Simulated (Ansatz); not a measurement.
## Electronic structure of SiH₄···HF in real space

Input file:

```
crystal:
  periodic: [false, false, false]
  atoms:
    - { symbol: Si, position_ang: [0.0, 0.0, 0.0] }
    - { symbol: H, position_ang: [0.0, 0.0, 1.81] }
    - { symbol: H, position_ang: [1.3768, 0.0, -0.4862] }
    - { symbol: H, position_ang: [-0.6877, 1.1914, -0.4862] }
    - { symbol: H, position_ang: [-0.6877, -1.1914, -0.4862] }
    - { symbol: F, position_ang: [-1.7936, 0.0, 0.596] }
    - { symbol: H, position_ang: [-0.9735, 0.0, 1.693] }
basis:
  gaussian: { orbitals: def2-SVP }
hamiltonian:
  xc: pbe
relax:
  f_tol: 0.15
  max_steps: 25
  restrain:
    - { distance: [0, 5], at: 2.79, k: 30.0 }
    - { distance: [6, 1], at: 1.86, k: 30.0 }
    - { distance: [0, 1], at: 1.46, k: 30.0 }
    - { distance: [6, 5], at: 0.92, k: 30.0 }
output:
  orbitals: {}
```

Launched as:

```sh
ansatz run input.yaml --threads 1 --pin off --max-ram 2048MiB --backend cpu --events-out ev --progress --plain --runs-dir out
```

The fields are those of the run's last geometry, not of the input's.

Not at a stationary point (largest force 0.6 eV/Å).

These are results of RKS PBE/def2-SVP (Ansatz 0.2.0), not measurements.

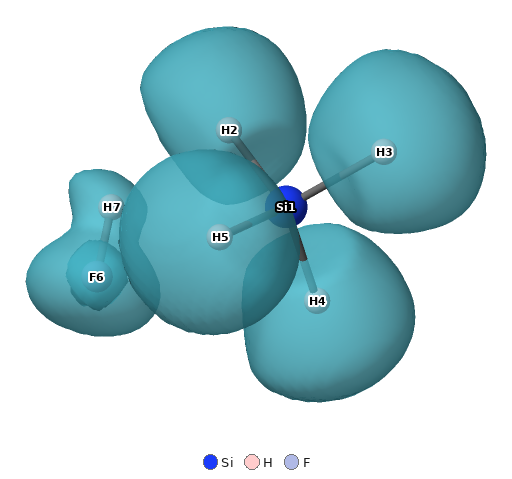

Figure 1. Isosurface of the ELF at 0.75 (cyan), seen at a tilt. Core shells and regions of very low density are left out.

**Identify the bonds, lone pairs and shells in this picture.**

The ELF exceeds this value in four regions around hydrogen nuclei and one joined region spread over several atoms (F, H), in which their bonds and any lone pairs are merged. Along the contacts the grid gives the following. Si1···F6 (2.80 Å): the ELF dips to about 0.05 between them. F–H (0.93 Å): the ELF climbs to about 1 towards the hydrogen, as it does in any bond to H (an ordinary covalent bond to hydrogen).

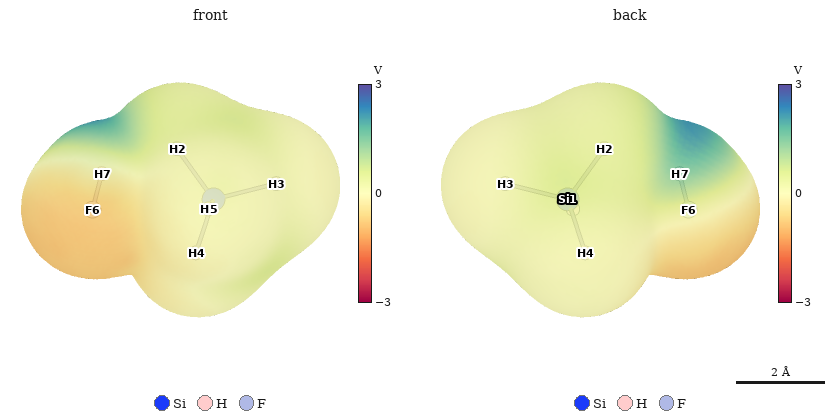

Figure 2. The electrostatic potential painted on the density surface at 0.001 e/bohr³, seen from the front and from behind; the colour scale runs from red (negative) to blue (positive).

**Describe the electrostatic potential map.**

The most negative region (about −0.9 V, or −21 kcal/mol for a unit charge) lies over F6, the most positive (about +2.2 V, or +51 kcal/mol for a unit charge) over H7.

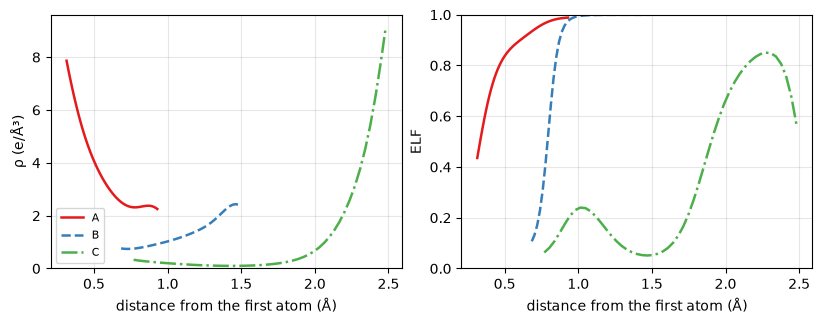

Figure 3. Total electron density and ELF along straight lines between neighbouring atoms. The curves leave out the atomic cores.

**Which curve belongs to which contact (F–H, Si–F and Si–H)? The first atom named is at distance zero.**

Curve A: F–H (0.93 Å): ρ at the midpoint is about 4.6 e/Å³; the ELF climbs to about 1 towards the hydrogen (an ordinary covalent bond to hydrogen). Curve B: Si–H (1.48 Å): ρ is about 0.74 e/Å³ halfway; the ELF climbs to about 1 towards the hydrogen. Curve C: Si1···F6 (2.80 Å): the density falls to about 0.1 e/Å³ on the way; the ELF dips to about 0.05 between them.
